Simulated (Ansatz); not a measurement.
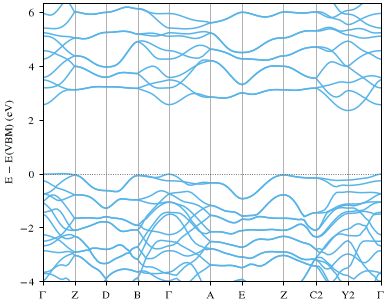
Band structure from plane-wave PAW r²SCAN (Ansatz code)

Task: Read off the gap and where the band edges lie.

Result: About 2.3 eV (2.34 eV by a search for the band edges); maximum on the Γ–Z line, 65 % of the way from Γ, minimum at Y2.

Task: Which of these materials gives this?
(A) TiSe2O6, P2_1/c (Pearson symbol mP18)
(B) CuTe2I, P2_1/c (Cu on 4e, Te on 4e, Te on 4e, I on 4e)
(C) LaTaO4, P2_1/c (Pearson symbol mP24)
(D) TaNO, P2_1/c (Ta on 4e, N on 4e, O on 4e)

Result: D, TaNO, P2_1/c (Ta on 4e, N on 4e, O on 4e)

The first step of the workflow began from a Materials Project structure, measured or hypothetical; the Crystallography Open Database files this formula in space group No. 14, but the cells were not matched. Whether it is the stable phase at ambient conditions was not checked. The r²SCAN relaxation kept the symmetry of its start; whether a distortion lowers the energy is not shown. The run is not spin-polarised. Scalar-relativistic: spin–orbit coupling is off unless named, which matters more the heavier the elements.

Potentials: the later of the program's two PAW sets.
